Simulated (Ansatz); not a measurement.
Fields on a plane of Cu3N (ReO3 type, space group Pm-3m)

```xyz
4
Lattice="3.8270 0.0000 0.0000 0.0000 3.8270 0.0000 0.0000 0.0000 3.8270" Properties=species:S:1:pos:R:3 pbc="T T T"
N      0.0000     0.0000     0.0000
Cu     1.9135     0.0000     0.0000
Cu     0.0000     0.0000     1.9135
Cu     0.0000     1.9135     0.0000
```

The slice is a {100} plane (indices of the conventional cell) through the point (0.000, 0.500, 0.000) (fractional), spanned by u = [100] and v = [010] in vectors of this cell: u (3.83 Å) and v (3.83 Å, at 90° to u). It covers one period; positions are fractions (u, v).

Atoms on it: N at (0.00, 0.50); Cu at (0.50, 0.50); Cu at (0.00, 0.00).

The numbers are results of PBE (plane waves to 420 eV, PAW, scalar-relativistic; Ansatz, a program for electronic structure), not measurements. k mesh 9×9×9. These are valence fields of a PAW run, semicore shells included where kept as valence: close to a nucleus they are smooth pseudo fields. Cu3N is run without spin polarisation. Cu3N was relaxed with its symmetry unable to fall.

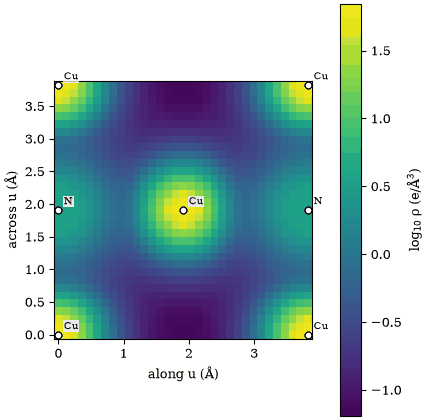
*Log₁₀ of the valence density in e/Å³, one period of the plane, atoms marked. The scale is logarithmic, as a density can span decades between atoms and voids.*

```
v \ u  0.00  0.12  0.25  0.38  0.50  0.62  0.75  0.88
-----  ----  ----  ----  ----  ----  ----  ----  ----
0.88      x     x   3.3   7.5   7.9   7.5   3.3     x
0.75   <0.0   2.2   5.6   3.3  <0.0   3.3   5.6   2.2
0.62      x     x   2.2     x     x     x   2.2     x
0.50      x     x  <0.0     x     x     x  <0.0     x
0.38      x     x   2.2     x     x     x   2.2     x
0.25   <0.0   2.2   5.6   3.3  <0.0   3.3   5.6   2.2
0.12      x     x   3.3   7.5   7.9   7.5   3.3     x
0.00      x     x  <0.0   7.9   9.0   7.9  <0.0     x
```

Values: electrostatic potential energy of an electron, from the cell's mean, in eV. Points within 0.8 Å of a nucleus are blanked (x), as the pseudised field means little there. Values under 0 eV are set to 0. The zero, the cell's mean, hangs on the PAW cores.

| Quantity | Value |
|---|---|
| Density on the N–Cu line (1.91 Å) at its midpoint | 0.75 e/Å³ |
| ELF at that point | 0.28 |
